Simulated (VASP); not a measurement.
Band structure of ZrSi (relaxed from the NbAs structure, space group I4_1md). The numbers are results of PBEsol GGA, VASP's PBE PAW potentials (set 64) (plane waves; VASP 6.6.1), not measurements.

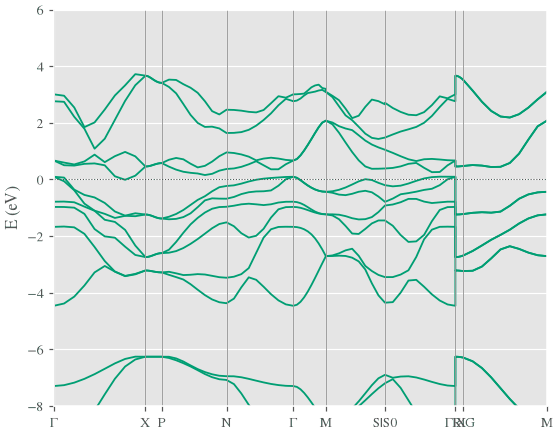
Bands along high-symmetry lines, zero at the valence-band maximum or, without a gap, the Fermi level

Read the plot: is there a gap, and where are the band edges?

It has no gap at this level: it comes out as a metal or semimetal. (Edges off the drawn lines would not show.)

The structure was generated: ZrSi was put into the NbAs type (I4_1md), which need not be its known phase. It was relaxed first, which changed the volume by +5 %.
